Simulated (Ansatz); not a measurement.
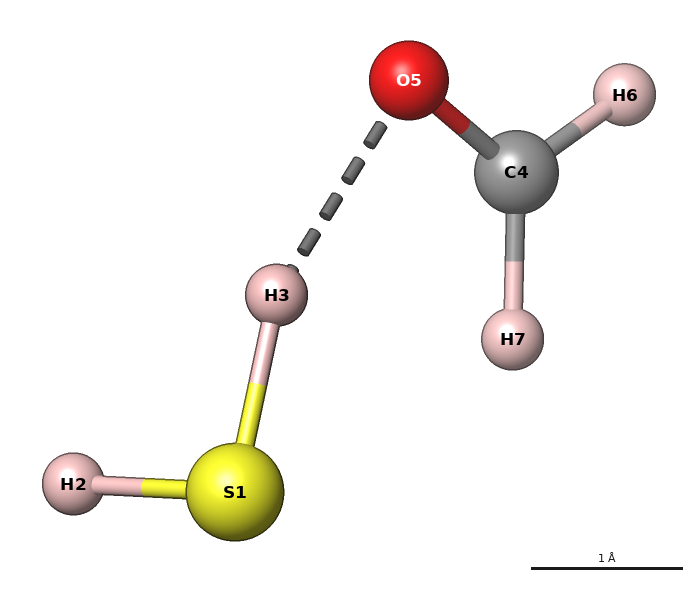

Simulated data, not a measurement (program: Ansatz).

Broken lines mark hydrogen bonds. Geometry: a pair of rigid molecules at a changed separation.

Give donor, acceptor, H···A distance and D–H···A angle of each hydrogen bond.

| D–H···A | D–H (Å) | H···A (Å) | angle (°) | kind |
| --- | --- | --- | --- | --- |
| S1–H3···O5 | 1.35 | 1.88 | 153 | intermolecular |
